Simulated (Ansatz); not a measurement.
# The cluster Ga₂O₂: the relaxed shape and its frontier levels

What does the cluster Ga₂O₂ look like as a singlet, and where do its frontier electrons sit?

Program: Ansatz 0.2.0, Gaussian basis. Level of theory: RKS PBE0-D4/def2-TZVP. These are calculated values, not measurements.

The runs, in order: a search for the lowest solution at PBE0-D4/def2-SVP; a single point at PBE0-D4/def2-TZVP.

**1. The geometry**

The singlet was relaxed beforehand with PBE-D4/def2-SVP. At that level it is the lowest of the isomers that a small search found.

4 atoms, charge 0, spin multiplicity 1.

Atoms are counted from 1 here; the program's logs count them from 0.

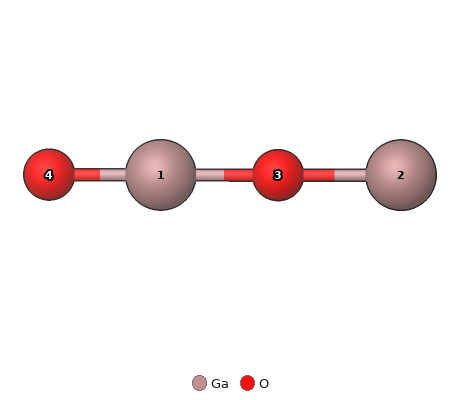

The geometry (gallium pink, oxygen red); atoms are numbered from 1 in the order of the file.

As a file:

| atom | x (Å) | y (Å) | z (Å) |
| --- | --- | --- | --- |
| Ga1 | 0.6640 | 0.6354 | 0.0047 |
| Ga2 | -1.9287 | -1.8456 | -0.0135 |
| O3 | -0.6019 | -0.5779 | -0.0065 |
| O4 | 1.8666 | 1.7881 | 0.0154 |

Bonds by kind at the end (by distance):

| bond | count | shortest (Å) | longest (Å) |
| --- | --- | --- | --- |
| Ga–O | 3 | 1.666 | 1.835 |

**2. Searching for the lowest solution, PBE0-D4/def2-SVP**

start.molden holds the orbitals of an earlier run on this state, given as this run's starting guess.

Input file in.yaml:

```yaml
crystal:
  periodic: [false, false, false]
  atoms:
    - {symbol: Ga, position_ang: [0.663995, 0.635404, 0.004692]}
    - {symbol: Ga, position_ang: [-1.928715, -1.845612, -0.013550]}
    - {symbol: O, position_ang: [-0.601920, -0.577873, -0.006532]}
    - {symbol: O, position_ang: [1.866640, 1.788091, 0.015400]}
basis:
  gaussian: {orbitals: def2-SVP, initial_orbitals: start.molden}
hamiltonian: {xc: pbe0, dispersion: d4}
output: {orbitals: {seedname: orbitals}}
```

Started as:

```console
> ansatz run in.yaml --threads 4 --pin off --events-out ev --progress --plain --max-ram 3916MiB
```

The log of the run:

```text
Functional definition: PBE0
  name "PBE0"
  cite "Adamo & Barone, J. Chem. Phys. 110, 6158 (1999) doi:10.1063/1.478522"
  cite "Perdew, Burke & Ernzerhof, Phys. Rev. Lett. 77, 3865 (1996) doi:10.1103/PhysRevLett.77.3865"
  parent pbe
  parameter a = 0.25
  parameter kappa = 0.804
  parameter beta = 0.06672455060314922
  exchange = (1 - a)*pbe_x(kappa = kappa, mu = beta*pi^2/3) + a*exact_x
  correlation = pbe_c(beta = beta)
890 factors; integrals over basis functions are off by at most 1.1e-3 eV
mean field evaluation 1: about -108815.7752 eV, gradient 8.2e0 eV
mean field evaluation 2: about -108815.9535 eV, gradient 2.7e-1 eV
mean field evaluation 4: about -108815.9777 eV, gradient 2.1e-3 eV
mean field evaluation 8: about -108801.3305 eV, gradient 8.7e1 eV
mean field evaluation 16: about -108815.9525 eV, gradient 8.8e-1 eV
mean field -108815.97766651 eV, -3998.9134211255 hartree, gradient 8.5e-6 eV, S^2 0.000000; 1 other end points of the search recorded, 0 dependent functions left out
reference -108815.97769318 eV, -3998.9134221055 hartree; 39, 39 occupied and 53, 53 virtual orbitals, 890 factors
Total energy: -108816.07096532 eV, -3998.9168497934 hartree
```

Run time: 1.1 s. Hardware: 4 threads of Arm Neoverse V2, shared host.

Report: HOMO -7.21 eV, LUMO -1.66 eV.

**3. Single point, PBE0-D4/def2-TZVP**

Edit in.yaml of step 2 so:

```diff
@@ -8,4 +8,5 @@
 basis:
-  gaussian: {orbitals: def2-SVP, initial_orbitals: start.molden}
+  gaussian: {orbitals: def2-TZVP, initial_orbitals: start.molden}
 hamiltonian: {xc: pbe0, dispersion: d4}
-output: {orbitals: {seedname: orbitals}}
+scf: {omitted_lower_state_checks: [starts]}
+output: {forces: true, orbitals: {seedname: orbitals}}
```

The command is unchanged.

The log of the run, shortened:

```text
Functional definition: PBE0
  name "PBE0"
  cite "Adamo & Barone, J. Chem. Phys. 110, 6158 (1999) doi:10.1063/1.478522"
  cite "Perdew, Burke & Ernzerhof, Phys. Rev. Lett. 77, 3865 (1996) doi:10.1103/PhysRevLett.77.3865"
  parent pbe
[...]
1128 factors; their error is unknown
[...]
mean field -108834.58429470 eV, -3999.5972020994 hartree, gradient 1.9e-5 eV, S^2 0.000000; 0 other end points of the search recorded, 0 dependent functions left out
[...]
reference -108834.58432151 eV, -3999.5972030845 hartree; 39, 39 occupied and 119, 119 virtual orbitals, 1128 factors
Total energy: -108834.67759365 eV, -3999.6006307724 hartree
Atom 0 at     0.663995     0.635404     0.004692 Å, force    -0.106687    -0.102316    -0.001024 eV/Å
Atom 1 at    -1.928715    -1.845612    -0.013550 Å, force     0.261467     0.249758     0.001298 eV/Å
Atom 2 at    -0.601920    -0.577873    -0.006532 Å, force     0.345895     0.332428     0.004181 eV/Å
Atom 3 at     1.866640     1.788091     0.015400 Å, force    -0.500674    -0.479870    -0.004454 eV/Å
Dipole moment:    -0.928325    -0.888790    -0.007087 e Å
Checks for a lower state left out: starts
```

Run time: 2 s. Hardware: 4 threads of Arm Neoverse V2, shared host.

From the report: HOMO -7.32 eV, LUMO -1.73 eV.

Mulliken charges, from this run's orbitals:

| atom | value (e) |
| --- | --- |
| Ga1 | 0.53 |
| Ga2 | 0.33 |
| O3 | -0.38 |
| O4 | -0.48 |

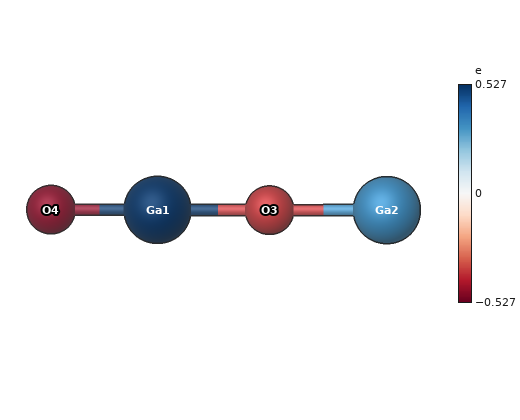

Mulliken charges, from this run's orbitals, as colours on the atoms.

Largest Mayer bond orders: Ga1–O4 2.07; Ga1–O3 1.18; Ga2–O3 0.89.

**4. Outcome**

```
                       quantity                           value
                    point group                             C∞v
                 commonest bond  Ga–O, 3 of mean length 1.751 Å
HOMO, LUMO at PBE0-D4/def2-TZVP                 -7.32, -1.73 eV
```

**Reading.** No usable vibrations, so a minimum isn't proven. Whether this spin is the lowest isn't tested here.
